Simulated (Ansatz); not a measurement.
# AlH3F− (SMILES [H][Al-]([H])([H])[F]): levels of theory compared

Wanted: a comparison of 6 runs (BHLYP/STO-3G, HSE06/STO-3G, UB3LYP/STO-3G, UPBE/STO-3G, BCCD(T)/STO-3G, CCSD(T)/STO-3G) of AlH3F−. 

Program for the calculation: Ansatz 0.2.0.

1 further run of the same task is left out (it didn't finish).

### 1 Starting point

AlH3F− has 5 atoms, charge -1, and is taken as a singlet. As SMILES, `[H][Al-]([H])([H])[F]`. The H3–Al1 distance was set to 2.421 Å, away from the relaxed value. At this shape a bond of the SMILES string is far longer than usual.

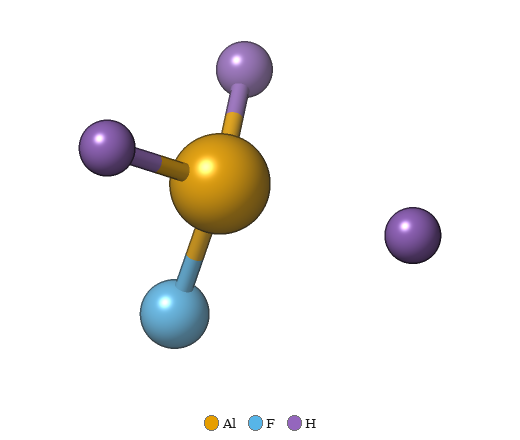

Viewed from a chosen angle; aluminium amber, fluorine blue, hydrogen purple.

### 2 A single-point energy at BHLYP/STO-3G (run 1)

in.yaml reads:

```yaml
crystal:
  periodic: [false, false, false]
  atoms:
    - {symbol: Al, position_ang: [-0.765830, -0.005430, 0.218862]}
    - {symbol: F, position_ang: [-0.753820, -0.024990, 1.914342]}
    - {symbol: H, position_ang: [1.529880, 0.011490, -0.550320]}
    - {symbol: H, position_ang: [-1.539820, 1.326980, -0.263428]}
    - {symbol: H, position_ang: [-1.531450, -1.330610, -0.293838]}
basis:
  gaussian: {orbitals: STO-3G}
total_charge: -1
magnetization: {spin_polarized: false, initial_magnetization: 0}
hamiltonian: {xc: {name: BHLYP}}
accuracy: high
```

The run is started by

```bash
$ ansatz run in.yaml --threads 1 --pin off --max-ram 2610MiB --events-out events.jsonl --progress --plain --runs-dir runs
```

What it wrote:

```text
Warning: RAYON_NUM_THREADS=1 ignored (pool sized by the plan → 1); use --threads N
Functional definition: BHLYP
  name "BHLYP"
  parameter a = 0.5
  exchange = (1 - a)*b88_x + a*exact_x
  correlation = lyp_c
290 factors; integrals over basis functions are off by at most 1.6e-8 eV
mean field evaluation 1: about -9233.9374 eV, gradient 2.1e1 eV
mean field evaluation 2: about -9235.0118 eV, gradient 1.8e1 eV
mean field evaluation 4: about -9236.8265 eV, gradient 4.4e-1 eV
mean field evaluation 8: about -9236.7987 eV, gradient 3.2e-3 eV
mean field evaluation 16: about -9236.7987 eV, gradient 1.8e-8 eV
mean field -9236.79867543 eV, -339.4460903950 hartree, gradient 1.8e-8 eV, S^2 0.000000; 0 other end points of the search recorded, 0 dependent functions left out
reference -9236.79869370 eV, -339.4460910666 hartree; 13, 13 occupied and 4, 4 virtual orbitals, 290 factors
Total energy: -9236.79869370 eV, -339.4460910666 hartree
```

It took 0.71 s on 1 thread of Arm Neoverse V2, shared host; peak memory 0.091 GiB.

### 3 A single-point energy at HSE06/STO-3G (run 2)

input.yaml reads:

```yaml
basis:
  gaussian:
    orbitals: STO-3G
crystal:
  periodic: [false, false, false]
  atoms:
    - {symbol: Al, position_ang: [-0.765830, -0.005430, 0.218862]}
    - {symbol: F, position_ang: [-0.753820, -0.024990, 1.914342]}
    - {symbol: H, position_ang: [1.529880, 0.011490, -0.550320]}
    - {symbol: H, position_ang: [-1.539820, 1.326980, -0.263428]}
    - {symbol: H, position_ang: [-1.531450, -1.330610, -0.293838]}
total_charge: -1
hamiltonian:
  xc: {name: HSE06}
accuracy: high
```

The run is started by

```bash
$ ansatz run input.yaml --threads 1 --pin off --max-ram 2610MiB --events-out events.jsonl --progress --plain --runs-dir runs
```

What it wrote:

```text
Warning: RAYON_NUM_THREADS=1 ignored (pool sized by the plan → 1); use --threads N
Functional definition: HSE06
  name "HSE06"
  parameter a = 0.25
  parameter omega = 0.11/bohr
  exchange = pbe_x - a*pbe_x_sr(omega) + a*exact_x_sr(omega)
  correlation = pbe_c
290 factors; integrals over basis functions are off by at most 1.6e-8 eV
54 factors; integrals over basis functions are off by at most 1.1e-9 eV
mean field evaluation 1: about -9226.2756 eV, gradient 3.3e1 eV
mean field evaluation 2: about -9220.5042 eV, gradient 4.0e1 eV
mean field evaluation 4: about -9232.0145 eV, gradient 2.9e0 eV
mean field evaluation 8: about -9232.0038 eV, gradient 4.9e-2 eV
mean field evaluation 16: about -9232.0038 eV, gradient 2.2e-8 eV
mean field -9232.00382093 eV, -339.2698827423 hartree, gradient 1.8e-8 eV, S^2 0.000000; 0 other end points of the search recorded, 0 dependent functions left out
reference -9232.00382267 eV, -339.2698828063 hartree; 13, 13 occupied and 4, 4 virtual orbitals, 290 factors
Total energy: -9232.00382267 eV, -339.2698828063 hartree
```

Run time: 0.99 s. Hardware: 1 thread of Arm Neoverse V2, shared host; peak memory 0.093 GiB.

Run 3 isn't shown in full; the table further down has it.

### 4 The energy at UPBE/STO-3G (run 4)

molecule.yaml reads:

```yaml
crystal:
  periodic: [false, false, false]
  atoms:
    - {symbol: Al, position_ang: [-0.765830, -0.005430, 0.218862]}
    - {symbol: F, position_ang: [-0.753820, -0.024990, 1.914342]}
    - {symbol: H, position_ang: [1.529880, 0.011490, -0.550320]}
    - {symbol: H, position_ang: [-1.539820, 1.326980, -0.263428]}
    - {symbol: H, position_ang: [-1.531450, -1.330610, -0.293838]}
basis:
  gaussian:
    orbitals: STO-3G
hamiltonian:
  xc: {name: PBE}
magnetization:
  spin_polarized: true
  initial_magnetization: 0
total_charge: -1
accuracy: high
```

The run is started by

```bash
$ ansatz run molecule.yaml --threads 1 --pin off --max-ram 2610MiB --events-out events.jsonl --progress --plain --runs-dir runs
```

What it wrote:

```text
Warning: RAYON_NUM_THREADS=1 ignored (pool sized by the plan → 1); use --threads N
Functional definition: PBE
  name "PBE"
  parameter kappa = 0.804
  parameter beta = 0.06672455060314922
  exchange = pbe_x(kappa = kappa, mu = beta*pi^2/3)
  correlation = pbe_c(beta = beta)
290 factors; integrals over basis functions are off by at most 1.6e-8 eV
mean field evaluation 1: about -9213.6263 eV, gradient 4.9e1 eV
mean field evaluation 2: about -9205.1808 eV, gradient 3.6e1 eV
mean field evaluation 4: about -9230.1399 eV, gradient 9.9e0 eV
mean field evaluation 8: about -9231.0066 eV, gradient 5.7e-2 eV
mean field evaluation 16: about -9230.9425 eV, gradient 6.1e-7 eV
mean field -9230.94249780 eV, -339.2308798368 hartree, gradient 9.4e-9 eV, S^2 0.000000; 0 other end points of the search recorded, 0 dependent functions left out
reference -9230.94249954 eV, -339.2308799006 hartree; 13, 13 occupied and 4, 4 virtual orbitals, 290 factors
Total energy: -9230.94249954 eV, -339.2308799006 hartree
```

Wall time 1.3 s (1 thread of Arm Neoverse V2, shared host); peak memory 0.12 GiB.

Run 5 isn't shown in full; the table further down has it.

### 5 The energy at CCSD(T)/STO-3G (run 6)

run.yaml reads:

```yaml
basis:
  gaussian: {orbitals: STO-3G}
crystal:
  periodic: [false, false, false]
  atoms:
    - {symbol: Al, position_ang: [-0.765830, -0.005430, 0.218862]}
    - {symbol: F, position_ang: [-0.753820, -0.024990, 1.914342]}
    - {symbol: H, position_ang: [1.529880, 0.011490, -0.550320]}
    - {symbol: H, position_ang: [-1.539820, 1.326980, -0.263428]}
    - {symbol: H, position_ang: [-1.531450, -1.330610, -0.293838]}
total_charge: -1
correlation: {method: ccsd_t, frozen_orbitals: {Al: 5, F: 1, H: 0}}
accuracy: high
scf: {omitted_lower_state_checks: [cluster_reference, increment]}
```

The run is started by

```bash
$ ansatz run run.yaml --threads 1 --pin off --max-ram 2610MiB --events-out events.jsonl --progress --plain --runs-dir runs
```

What it wrote, shortened:

```text
Warning: RAYON_NUM_THREADS=1 ignored (pool sized by the plan → 1); use --threads N
Functional definition: HF
  name "HF"
[...]
290 factors; integrals over basis functions are off by at most 1.6e-8 eV
[...]
mean field -9211.87854103 eV, -338.5302923475 hartree, gradient 4.9e-9 eV, S^2 0.000000; 0 other end points of the search recorded, 0 dependent functions left out; unrestricted orbitals would lower it
6 core orbitals not correlated: weight in the atoms' cores, before any rotation towards them, 1.000 or more for the frozen orbitals, at most 0.000 for the correlated occupied ones
reference -9211.87854103 eV, -338.5302923475 hartree; 7, 7 occupied and 4, 4 virtual orbitals, 290 factors
second order -1.58305388 eV of doubles, -0.00000000 eV of singles
cycle   1  -1.90420537 eV  change   -3.2e-1 eV  update   8.4e-2
[...]
cycle  19  -2.19435462 eV  change   -1.1e-9 eV  update   1.3e-9
perturbative correction -0.05734028 eV, -0.0021072165 hartree
Total energy: -9214.13023593 eV, -338.6130406088 hartree
Checks for a lower state left out: cluster_reference, increment
```

Wall time 0.12 s (1 thread of Arm Neoverse V2, shared host).

### 6 Overview of the runs

```csv
run,level,frozen core orbitals,energy (Eh),wall time
1,BHLYP/STO-3G,–,-339.446091,0.71 s
2,HSE06/STO-3G,–,-339.269883,0.99 s
3,UB3LYP/STO-3G,–,-339.492494,1.3 s
4,UPBE/STO-3G,–,-339.230880,1.3 s
5,BCCD(T)/STO-3G,6,-338.613009,0.14 s
6,CCSD(T)/STO-3G,6,-338.613041,0.12 s
```

### 7 Outcome

| quantity | value |
| --- | --- |
| run 6: total energy | -338.61304 Eh |
| run 6: correlation energy (6 core orbitals frozen) | -82.7 mEh |
| run 6: (T) correction | -2.11 mEh |
| run 6: T1 diagnostic | 0.022 |

**Reading.** Totals of different functionals can't be ranked against each other. In runs 5, 6 the log says that unrestricted orbitals would lower the reference, so the values rest on an unstable closed-shell determinant (other closed-shell runs at this shape may share the fault). In runs 1, 2, 3, 4, 5, 6 the basis is minimal, so the values are rough. All runs together took 4.6 s, the longest 1.3 s.
